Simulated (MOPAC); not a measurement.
Geometry relaxation of SiN2H4 (part 1 of 2)

- system: SiN2H4
- method: PM6-D3H4X, closed shell, dispersion D3H4X (MOPAC 23.2.5)

The geometry comes from this level: GFN2-xTB.

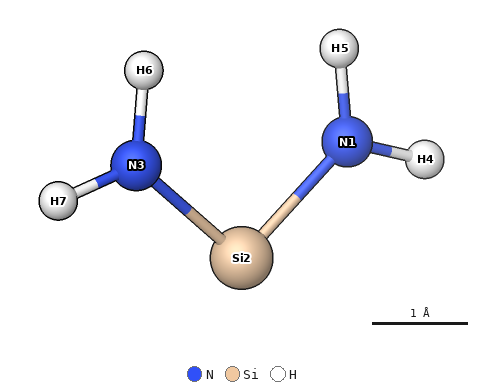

Fig. 1: The starting structure (ball-and-stick view, seen at a tilt; atoms are numbered from 1 in the order of the input).

Summary

| quantity | value |
| --- | --- |
| outcome | converged |
| heat of formation | 17.52 kcal/mol |
| basis functions | 21 |
| largest force | 0.001 eV/Å |
| HOMO | −7.53 eV |
| LUMO | 0.58 eV |
| dipole moment | 0.00 D |
| hardware | 1 thread of Arm Neoverse V2, 24 GiB of memory available, shared host |
| peak memory | 0.12 GiB |

MOPAC's energies along a path are heats of formation.

The input (job.mop)
```
CYCLES=300 BFGS GNORM=0.05 PM6-D3H4X AUX(PRECISION=6) THREADS=1
H4N2Si optimise

N     -1.215580 +1     0.313680 +1    -0.353350 +1
Si    -0.193810 +1    -1.064350 +1    -0.430540 +1
N      1.201820 +1    -0.396770 +1     0.314850 +1
H     -2.159730 +1     0.312270 +1    -0.696390 +1
H     -0.957000 +1     1.207710 +1     0.044260 +1
H      1.278090 +1     0.548850 +1     0.665080 +1
H      2.046210 +1    -0.921400 +1     0.456100 +1
```

Command:
```bash
mopac job.mop
```

What the program printed
```
MOPAC v23.2.5
PM6-D3H4X CALCULATION RESULTS

 *  PM6-D3H4   - CORRECT DISPERSION AND HYDROGEN BOND TERMS USING THE D3H4 METHOD
 *  BFGS       - USE THE BFGS GEOMETRY OPTIMIZER
 *  THREADS=1  - MULTI-THREADING NOT USED
 *  CYCLES=    - DO A MAXIMUM OF 300 STEPS
 *  GNORM      - EXIT WHEN GRADIENT NORM DROPS BELOW 0.050
 *  AUX        - OUTPUT AUXILIARY INFORMATION
CYCLES=300 BFGS GNORM=0.05 PM6-D3H4X AUX(PRECISION=6) THREADS=1
 H4N2Si optimise

   ATOM   CHEMICAL          X               Y               Z
  NUMBER   SYMBOL      (ANGSTROMS)     (ANGSTROMS)     (ANGSTROMS)

     1       N         -1.21558000  *   0.31368000  *  -0.35335000  *
     2      Si         -0.19381000  *  -1.06435000  *  -0.43054000  *
     3       N          1.20182000  *  -0.39677000  *   0.31485000  *
     4       H         -2.15973000  *   0.31227000  *  -0.69639000  *
     5       H         -0.95700000  *   1.20771000  *   0.04426000  *
     6       H          1.27809000  *   0.54885000  *   0.66508000  *
     7       H          2.04621000  *  -0.92140000  *   0.45610000  *

          CARTESIAN COORDINATES

    NO.       ATOM           X           Y           Z

     1         N         -1.2156      0.3137     -0.3534
     2        Si         -0.1938     -1.0643     -0.4305
     3         N          1.2018     -0.3968      0.3149
     4         H         -2.1597      0.3123     -0.6964
     5         H         -0.9570      1.2077      0.0443
     6         H          1.2781      0.5489      0.6651
     7         H          2.0462     -0.9214      0.4561

           Empirical Formula: H4 N2 Si  =     7 atoms

      MOLECULAR POINT GROUP   :   C2v

      RHF CALCULATION, NO. OF DOUBLY OCCUPIED LEVELS = 9

          Geometry optimization using BFGS
 CYCLE:     1 TIME:   0.004 TIME LEFT:  2.00D  GRAD.:    37.645 HEAT:  29.63924
 CYCLE:     2 TIME:   0.000 TIME LEFT:  2.00D  GRAD.:    49.568 HEAT:  28.84456
 CYCLE:     3 TIME:   0.004 TIME LEFT:  2.00D  GRAD.:    52.886 HEAT:  28.29553
 CYCLE:     4 TIME:   0.000 TIME LEFT:  2.00D  GRAD.:    27.019 HEAT:  26.74503
 CYCLE:     5 TIME:   0.004 TIME LEFT:  2.00D  GRAD.:    27.272 HEAT:  25.82902
 CYCLE:     6 TIME:   0.000 TIME LEFT:  2.00D  GRAD.:    22.340 HEAT:  24.79373
 CYCLE:     7 TIME:   0.004 TIME LEFT:  2.00D  GRAD.:    23.650 HEAT:  22.94292
 CYCLE:     8 TIME:   0.004 TIME LEFT:  2.00D  GRAD.:    26.236 HEAT:  21.96808
 CYCLE:     9 TIME:   0.000 TIME LEFT:  2.00D  GRAD.:    39.134 HEAT:  20.97359
 CYCLE:    10 TIME:   0.004 TIME LEFT:  2.00D  GRAD.:    24.176 HEAT:  20.56004
 CYCLE:    11 TIME:   0.000 TIME LEFT:  2.00D  GRAD.:    11.977 HEAT:  19.90406
 CYCLE:    12 TIME:   0.004 TIME LEFT:  2.00D  GRAD.:    22.137 HEAT:  19.72764
 CYCLE:    13 TIME:   0.000 TIME LEFT:  2.00D  GRAD.:    10.084 HEAT:  19.44425
 CYCLE:    14 TIME:   0.004 TIME LEFT:  2.00D  GRAD.:     5.215 HEAT:  19.13232
 CYCLE:    15 TIME:   0.004 TIME LEFT:  2.00D  GRAD.:     6.560 HEAT:  19.01424
 CYCLE:    16 TIME:   0.000 TIME LEFT:  2.00D  GRAD.:     8.896 HEAT:  18.96959
 CYCLE:    17 TIME:   0.004 TIME LEFT:  2.00D  GRAD.:     3.460 HEAT:  18.91127
 CYCLE:    18 TIME:   0.000 TIME LEFT:  2.00D  GRAD.:     2.017 HEAT:  18.89772
 CYCLE:    19 TIME:   0.004 TIME LEFT:  2.00D  GRAD.:     2.319 HEAT:  18.88863
 CYCLE:    20 TIME:   0.000 TIME LEFT:  2.00D  GRAD.:     2.171 HEAT:  18.88049
 CYCLE:    21 TIME:   0.004 TIME LEFT:  2.00D  GRAD.:     2.150 HEAT:  18.86760
 CYCLE:    22 TIME:   0.000 TIME LEFT:  2.00D  GRAD.:     2.652 HEAT:  18.84692
 CYCLE:    23 TIME:   0.004 TIME LEFT:  2.00D  GRAD.:     3.914 HEAT:  18.81035
 CYCLE:    24 TIME:   0.004 TIME LEFT:  2.00D  GRAD.:     5.873 HEAT:  18.76868
 CYCLE:    25 TIME:   0.004 TIME LEFT:  2.00D  GRAD.:    12.367 HEAT:  18.68922
 CYCLE:    26 TIME:   0.000 TIME LEFT:  2.00D  GRAD.:    33.665 HEAT:  18.60255
 CYCLE:    27 TIME:   0.004 TIME LEFT:  2.00D  GRAD.:     9.852 HEAT:  18.58492
 CYCLE:    28 TIME:   0.000 TIME LEFT:  2.00D  GRAD.:     7.282 HEAT:  18.53228
 CYCLE:    29 TIME:   0.004 TIME LEFT:  2.00D  GRAD.:     6.130 HEAT:  18.46807
 CYCLE:    30 TIME:   0.000 TIME LEFT:  2.00D  GRAD.:     4.917 HEAT:  18.38854
 CYCLE:    31 TIME:   0.004 TIME LEFT:  2.00D  GRAD.:     5.032 HEAT:  18.33994
 CYCLE:    32 TIME:   0.000 TIME LEFT:  2.00D  GRAD.:     4.509 HEAT:  18.32678
 CYCLE:    33 TIME:   0.004 TIME LEFT:  2.00D  GRAD.:     3.862 HEAT:  18.31256
 CYCLE:    34 TIME:   0.000 TIME LEFT:  2.00D  GRAD.:     3.122 HEAT:  18.29812
 CYCLE:    35 TIME:   0.004 TIME LEFT:  2.00D  GRAD.:     3.335 HEAT:  18.28677
 CYCLE:    36 TIME:   0.004 TIME LEFT:  2.00D  GRAD.:     2.844 HEAT:  18.28110
 CYCLE:    37 TIME:   0.000 TIME LEFT:  2.00D  GRAD.:     2.615 HEAT:  18.27990
 CYCLE:    38 TIME:   0.004 TIME LEFT:  2.00D  GRAD.:     2.724 HEAT:  18.27970
 CYCLE:    39 TIME:   0.000 TIME LEFT:  2.00D  GRAD.:     2.820 HEAT:  18.27926
 CYCLE:    40 TIME:   0.004 TIME LEFT:  2.00D  GRAD.:     3.316 HEAT:  18.27058
 CYCLE:    41 TIME:   0.004 TIME LEFT:  2.00D  GRAD.:     4.152 HEAT:  18.24082
 CYCLE:    42 TIME:   0.004 TIME LEFT:  2.00D  GRAD.:     7.671 HEAT:  18.11091
 CYCLE:    43 TIME:   0.004 TIME LEFT:  2.00D  GRAD.:    10.451 HEAT:  18.00487
 CYCLE:    44 TIME:   0.004 TIME LEFT:  2.00D  GRAD.:    12.191 HEAT:  17.86508
 CYCLE:    45 TIME:   0.000 TIME LEFT:  2.00D  GRAD.:    12.170 HEAT:  17.73336
 CYCLE:    46 TIME:   0.004 TIME LEFT:  2.00D  GRAD.:     5.502 HEAT:  17.62717
 CYCLE:    47 TIME:   0.000 TIME LEFT:  2.00D  GRAD.:     6.518 HEAT:  17.58660
 CYCLE:    48 TIME:   0.004 TIME LEFT:  2.00D  GRAD.:     4.001 HEAT:  17.55473
 CYCLE:    49 TIME:   0.000 TIME LEFT:  2.00D  GRAD.:     2.222 HEAT:  17.54347
 CYCLE:    50 TIME:   0.004 TIME LEFT:  2.00D  GRAD.:     2.924 HEAT:  17.53892
 CYCLE:    51 TIME:   0.000 TIME LEFT:  2.00D  GRAD.:     2.007 HEAT:  17.53203
 CYCLE:    52 TIME:   0.004 TIME LEFT:  2.00D  GRAD.:     1.372 HEAT:  17.52897
 CYCLE:    53 TIME:   0.000 TIME LEFT:  2.00D  GRAD.:     1.192 HEAT:  17.52634
 CYCLE:    54 TIME:   0.004 TIME LEFT:  2.00D  GRAD.:     1.087 HEAT:  17.52339
 CYCLE:    55 TIME:   0.000 TIME LEFT:  2.00D  GRAD.:     0.675 HEAT:  17.52093
 CYCLE:    56 TIME:   0.004 TIME LEFT:  2.00D  GRAD.:     0.361 HEAT:  17.51993
 CYCLE:    57 TIME:   0.004 TIME LEFT:  2.00D  GRAD.:     0.179 HEAT:  17.51970
 CYCLE:    58 TIME:   0.000 TIME LEFT:  2.00D  GRAD.:     0.166 HEAT:  17.51960
 CYCLE:    59 TIME:   0.004 TIME LEFT:  2.00D  GRAD.:     0.087 HEAT:  17.51957
 TEST ON GRADIENT SATISFIED
PETERS TEST SATISFIED

 -------------------------------------------------------------------------------
 CYCLES=300 BFGS GNORM=0.05 PM6-D3H4X AUX(PRECISION=6) THREADS=1
 H4N2Si optimise

     PETERS TEST WAS SATISFIED IN BFGS OPTIMIZATION
     SCF FIELD WAS ACHIEVED

                              PM6-D3H4X CALCULATION

          FINAL HEAT OF FORMATION =         17.51957 KCAL/MOL =      73.30187 KJ/MOL

          COSMO AREA              =         99.71 SQUARE ANGSTROMS
          COSMO VOLUME            =         85.28 CUBIC ANGSTROMS

          GRADIENT NORM           =          0.03553          =       0.01343 PER ATOM
          IONIZATION POTENTIAL    =          7.530552 EV
          HOMO LUMO ENERGIES (EV) =         -7.531  0.579
          NO. OF FILLED LEVELS    =          9
          MOLECULAR WEIGHT        =         60.1305         POINT GROUP:  D2d

          MOLECULAR DIMENSIONS (Angstroms)

            Atom       Atom       Distance
            H     7    H     5     4.69900
            H     6    H     4     2.31767
            H     4    H     5     1.20016

          SCF CALCULATIONS        =         95

          WALL-CLOCK TIME         =      0.148 SECONDS
          COMPUTATION TIME        =      0.093 SECONDS

   ATOM   CHEMICAL          X               Y               Z
  NUMBER   SYMBOL      (ANGSTROMS)     (ANGSTROMS)     (ANGSTROMS)

     1       N         -1.57660541  *   0.12969560  *  -0.76178724  *
     2      Si         -0.03258726  *  -0.21147002  *  -0.15230132  *
     3       N          1.51203065  *  -0.55200847  *   0.45597330  *
     4       H         -1.92964648  *  -0.21446990  *  -1.66097284  *
     5       H         -2.27376514  *   0.70529923  *  -0.27780641  *
     6       H          2.34136372  *   0.02410274  *   0.27701666  *
     7       H          1.73368622  *  -1.35940831  *   1.04804570  *

                             CARTESIAN COORDINATES

   1    N       -1.576605407     0.129695599    -0.761787238
   2   Si       -0.032587265    -0.211470017    -0.152301320
   3    N        1.512030652    -0.552008473     0.455973298
   4    H       -1.929646484    -0.214469903    -1.660972842
   5    H       -2.273765137     0.705299234    -0.277806406
   6    H        2.341363723     0.024102745     0.277016658
   7    H        1.733686225    -1.359408309     1.048045700

           Empirical Formula: H4 N2 Si  =     7 atoms

      MOLECULAR POINT GROUP   :   D2d

                  EIGENVALUES
 -29.78762 -29.39668 -16.36992 -16.31476 -16.31451 -13.00405  -9.99546  -9.99522
  -7.53055   0.57902   0.58019   1.60542   1.61207   2.59971   2.97091   2.97223
   4.21239   5.97534   7.26064   7.26090   7.40975

              NET ATOMIC CHARGES AND DIPOLE CONTRIBUTIONS

  ATOM NO.   TYPE          CHARGE      No. of ELECS.   s-Pop       p-Pop       d-Pop
    1          N          -0.487808        5.4878     1.50231     3.98549
    2         Si           0.051289        3.9487     1.80970     1.12168     1.01732
    3          N          -0.487812        5.4878     1.50232     3.98549
    4          H           0.231077        0.7689     0.76892
    5          H           0.231077        0.7689     0.76892
    6          H           0.231089        0.7689     0.76891
    7          H           0.231088        0.7689     0.76891
 DIPOLE           X         Y         Z       TOTAL
 POINT-CHG.     0.001     0.000    -0.002     0.002
 HYBRID         0.000     0.000    -0.001     0.001
 SUM            0.001     0.000    -0.003     0.003

          ATOMIC ORBITAL ELECTRON POPULATIONS

     Atom    s        px        py        pz      x^2-y^2     xz        z^2       yz        xy
    1  N   1.50231   1.29264   1.44727   1.24558
    2 Si   1.80970   0.48920   0.30612   0.32637   0.34586   0.30578   0.12371   0.03832   0.20365
    3  N   1.50232   1.25204   1.27619   1.45727
    4  H   0.76892
    5  H   0.76892
    6  H   0.76891
    7  H   0.76891

 *                    *
 * JOB ENDED NORMALLY *
 *                    *

 TOTAL JOB TIME:             0.15 SECONDS

 == MOPAC DONE ==
```

Trajectory as extended XYZ (Å, eV, eV/Å), 30 of the 59 frames kept, from step=0 to step=58
```
7
Properties=species:S:1:pos:R:3:forces:R:3 step=0 energy=1.28528
N    -1.2312    0.3302   -0.3652   -1.1969   0.0179  -0.4155
Si   -0.2020   -1.0749   -0.4404    0.0823   0.1699   0.0832
N     1.2148   -0.4049    0.3298    0.7825  -0.2255   0.1945
H    -2.1995    0.3236   -0.7380    0.3571   0.0998   0.1589
H    -0.9713    1.2189    0.0528   -0.2359   0.1345  -0.0603
H     1.2964    0.5572    0.6745    0.1657  -0.2112   0.0047
H     2.0725   -0.9417    0.4689    0.0452   0.0146   0.0346
7
Properties=species:S:1:pos:R:3:forces:R:3 step=2 energy=1.22701
N    -1.3129    0.3368   -0.4416    0.2373  -0.2074   0.2264
Si   -0.1905   -1.0598   -0.4278   -0.1806   1.2544   0.3528
N     1.2694   -0.4466    0.3763   -0.7427   0.7873  -0.2858
H    -2.2782    0.3564   -0.7972    0.3752  -0.1236   0.0552
H    -1.0583    1.2355    0.0232   -0.2913  -0.4746  -0.3716
H     1.4128    0.5397    0.6750   -0.1934  -0.4326  -0.0740
H     2.1063   -0.9499    0.4848    0.7956  -0.8034   0.0971
7
Properties=species:S:1:pos:R:3:forces:R:3 step=4 energy=1.12005
N    -1.3289    0.3212   -0.4315   -0.1874  -0.5942  -0.3598
Si   -0.1866   -1.0163   -0.3979   -0.1657   0.3960   0.0830
N     1.2828   -0.4454    0.3555    0.3308  -0.0839   0.0079
H    -2.2487    0.3212   -0.8829    0.0819  -0.1999   0.0114
H    -1.1194    1.2132   -0.0324   -0.0055   0.5990   0.2387
H     1.4256    0.5190    0.6727    0.1536  -0.1908   0.0403
H     2.1215   -1.0270    0.4907   -0.2078   0.0738  -0.0215
7
Properties=species:S:1:pos:R:3:forces:R:3 step=6 energy=0.99490
N    -1.4653    0.2730   -0.5534    0.3941   0.0080  -0.0540
Si   -0.1742   -0.8764   -0.3028    0.0524   0.3653   0.0359
N     1.3908   -0.4920    0.3567    0.1285   0.0276   0.1631
H    -2.2734    0.1650   -1.1876    0.2691  -0.1165   0.2632
H    -1.4034    1.2262   -0.1672   -0.2551  -0.1433  -0.0900
H     1.7233    0.4338    0.6781   -0.1042  -0.3507  -0.1589
H     2.1297   -1.2135    0.5123   -0.4846   0.2095  -0.1593
7
Properties=species:S:1:pos:R:3:forces:R:3 step=8 energy=0.90950
N    -1.5140    0.2399   -0.6260   -0.3452   0.6587   0.0708
Si   -0.1489   -0.7188   -0.2063   -0.0265   0.2984  -0.1446
N     1.4586   -0.5056    0.3527    0.0808   0.2514   0.2970
H    -2.2457   -0.1066   -1.2956    0.4875   0.1707   0.4537
H    -1.7264    1.2273   -0.2980    0.1146  -1.0227  -0.3791
H     1.9867    0.3342    0.6614   -0.2383  -0.4853  -0.2469
H     2.0101   -1.3756    0.4838   -0.0728   0.1288  -0.0507
7
Properties=species:S:1:pos:R:3:forces:R:3 step=10 energy=0.86312
N    -1.5042    0.2590   -0.6069   -0.0475  -0.1769  -0.0219
Si   -0.1451   -0.7063   -0.2103    0.1256   0.1457  -0.0479
N     1.4524   -0.4955    0.3717   -0.1908  -0.2169  -0.0155
H    -2.2432   -0.1338   -1.2171    0.1379  -0.0073   0.0839
H    -1.7209    1.2051   -0.3127   -0.1000   0.1424  -0.0044
H     1.9837    0.3249    0.6480    0.1043  -0.0815  -0.0051
H     1.9875   -1.3836    0.4732   -0.0295   0.1945   0.0109
7
Properties=species:S:1:pos:R:3:forces:R:3 step=12 energy=0.84318
N    -1.5230    0.2504   -0.6121   -0.1801  -0.0081  -0.0284
Si   -0.1319   -0.6501   -0.1871   -0.0261   0.1919  -0.0628
N     1.4699   -0.5024    0.3823   -0.0405   0.0085  -0.0262
H    -2.2307   -0.2208   -1.2151    0.2163   0.0610   0.1484
H    -1.8190    1.1992   -0.3638    0.0398  -0.1588  -0.0515
H     2.0656    0.2856    0.6347   -0.0301  -0.0949  -0.0173
H     1.9633   -1.4099    0.4690    0.0207   0.0005   0.0379
7
Properties=species:S:1:pos:R:3:forces:R:3 step=14 energy=0.82454
N    -1.5492    0.2406   -0.5970   -0.1474  -0.0034  -0.0789
Si   -0.1144   -0.5574   -0.1621    0.0501   0.0735   0.0125
N     1.4925   -0.5110    0.3906    0.0187  -0.1088  -0.0855
H    -2.1996   -0.3519   -1.1564    0.0732   0.0528   0.0687
H    -1.9313    1.1725   -0.4415    0.0255  -0.0734   0.0068
H     2.1562    0.2236    0.6124    0.0133   0.0453   0.0373
H     1.9223   -1.4542    0.4751   -0.0334   0.0140   0.0391
```
